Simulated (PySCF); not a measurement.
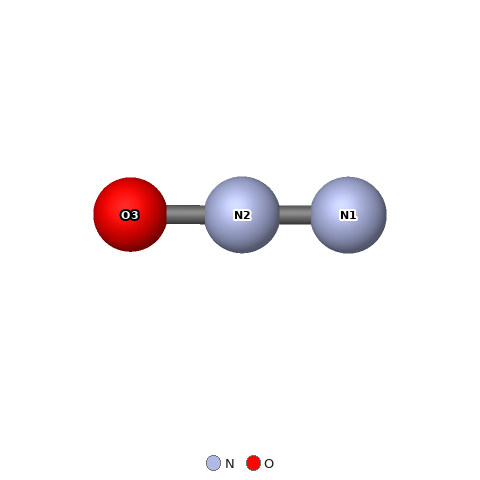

Structure of N₂O, SMILES N#[N+][O-].

GIAO shifts, B97-2/pcSseg-2, PySCF 2.14.0, at a PBE0-D3(BJ)/def2-TZVP geometry (no frequency check), against NH₃ for ¹⁵N and H₂O for ¹⁷O computed at the same level (¹⁵N: a single molecule, while the usual scales start at liquid NH₃ or nitromethane; multiply bonded nitrogen can come out tens of ppm too deshielded; ¹⁷O: a single water molecule, while the usual scale starts at liquid water and gives values some tens of ppm lower). Gas phase, fully decoupled, line heights follow the number of nuclei, widths are arbitrary (no quadrupolar broadening); values of one conformer, averaged over methyl-type rotors and exact or near symmetry.

**How many ¹⁵N lines appear, and where?**

2 signals.


```csv
δ (ppm),nuclei,atoms
261.2,1,N2
169.1,1,N1
```

**Which ¹⁷O signals does it give?**

1 signal.


```csv
δ (ppm),nuclei,atoms
140.3,1,O3
```

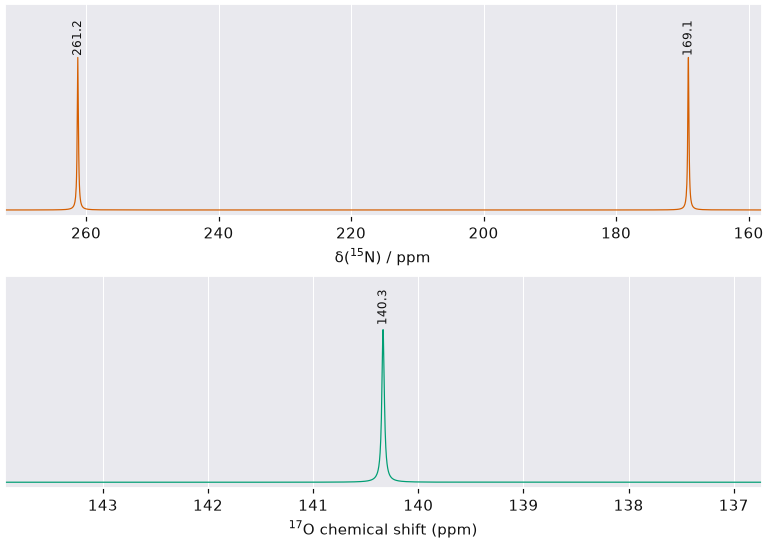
